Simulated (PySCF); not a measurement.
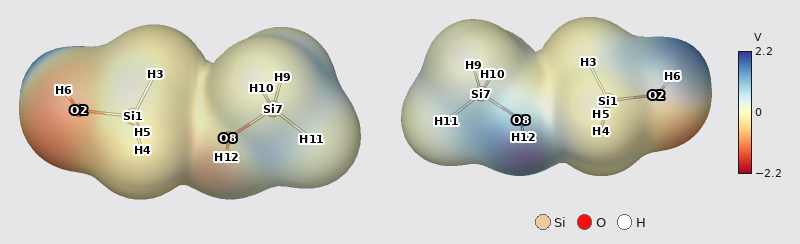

Figure. H8O2Si2, SMILES `[SiH3]O.[SiH3]O`. Electrostatic potential on the surface of electron density 0.001 a.u. (back view left, front view right).

Method: PBE/def2-SVPD; geometry: GFN2-xTB; program: PySCF. The pair's geometry is semi-empirical, so its contact may be too short or too long.

Coordinates in Å:

```
Si1     -1.6278   -0.0450   -0.0303
O2      -3.2341    0.1974    0.1246
H3      -0.9771    1.2210   -0.3629
H4      -1.3249   -0.5780    1.2842
H5      -1.3999   -1.0060   -1.1189
H6      -3.7620    0.5546   -0.5833
Si7      2.5813    0.2805   -0.0014
O8       1.2511   -0.6508    0.0822
H9       2.8036    0.7310   -1.3771
H10      2.2452    1.3631    0.9074
H11      3.7530   -0.4837    0.4346
H12      1.1765   -1.4712   -0.3947
```

Where are the extremes of the potential on the surface?

Answer. Highest: 2.19 V, 1.2 Å from H12. Further maxima include 1.85 V, 1.2 Å from H6; 1.05 V, near H9 (2.00 Å), Si7 (2.04 Å) and H11 (2.09 Å). Lowest: −1.32 V, 1.8 Å from O2. Further minima include −0.82 V, near O8 (1.84 Å) and H4 (2.04 Å); −0.23 V, 1.5 Å from H3. The surface is sampled at points, so like sites can differ by a few per cent and only the strongest of them is named.
